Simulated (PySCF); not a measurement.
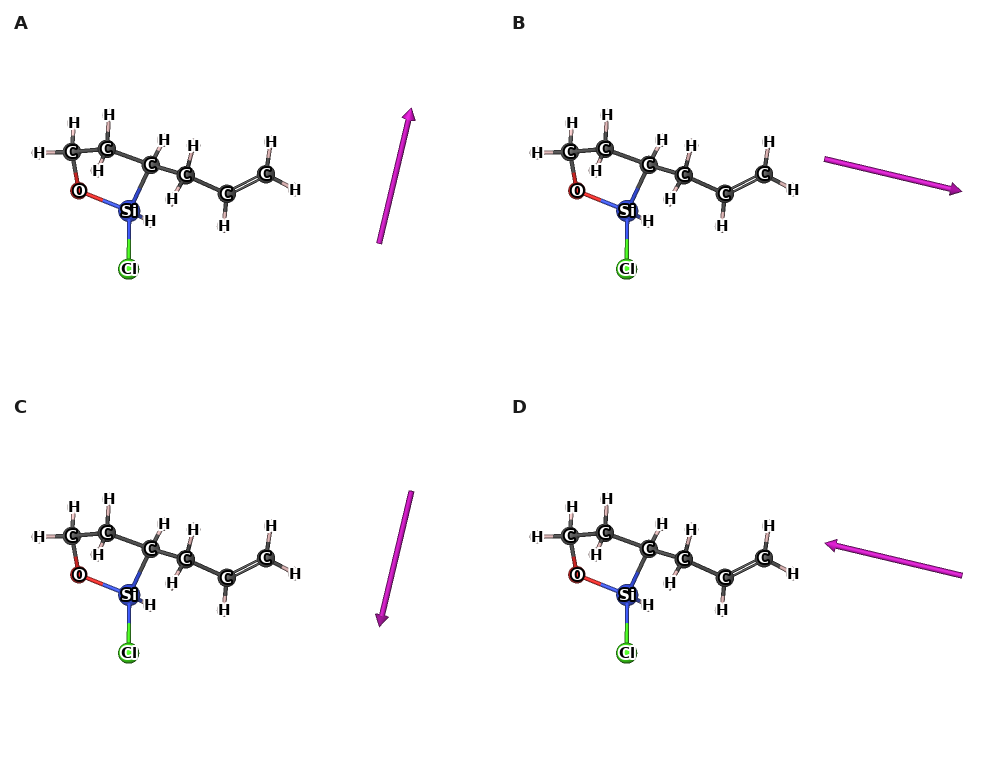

The same molecule four times, each with an arrow. Computed geometry: PBE0-D3(BJ)/def2-SVP optimisation. No frequency run is at hand to confirm it as a minimum. Properties computed with PBE0/pcSseg-1, gas phase (PySCF 2.14.0).

Which arrow points along the dipole moment, from the negative to the positive end?

Answer. A. The dipole moment is 2.86 D.
